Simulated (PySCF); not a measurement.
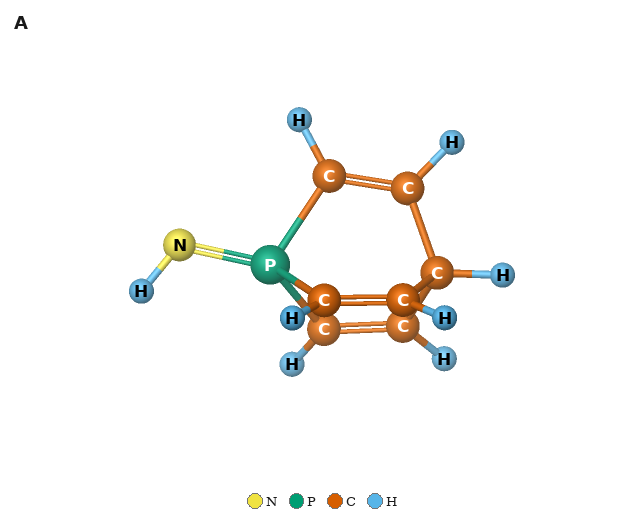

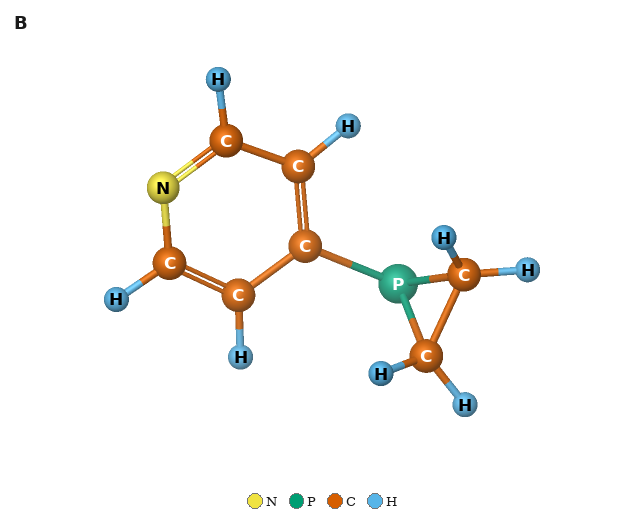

2 stationary structures of one formula. Geometries: GFN2-xTB. Electronic energies: PBE0/pcSseg-1 (PySCF 2.14.0), without zero-point energy. No frequency run is at hand to confirm each as a minimum. Each is one conformer, not always the lowest.

### Are they conformers, stereoisomers or constitutional isomers?

They are constitutional isomers of C7H8NP: A `N=P12C=CC(C=C1)C=C2`, B `c1cc(P2CC2)ccn1`.

### Which structure is the most stable?

B is lowest; A lies 181.2 kJ/mol above it.

The geometry is semi-empirical. Around P such bond lengths and angles can be off by a tenth of an ångström or more and by several degrees, and values that hang on the shape move with them.
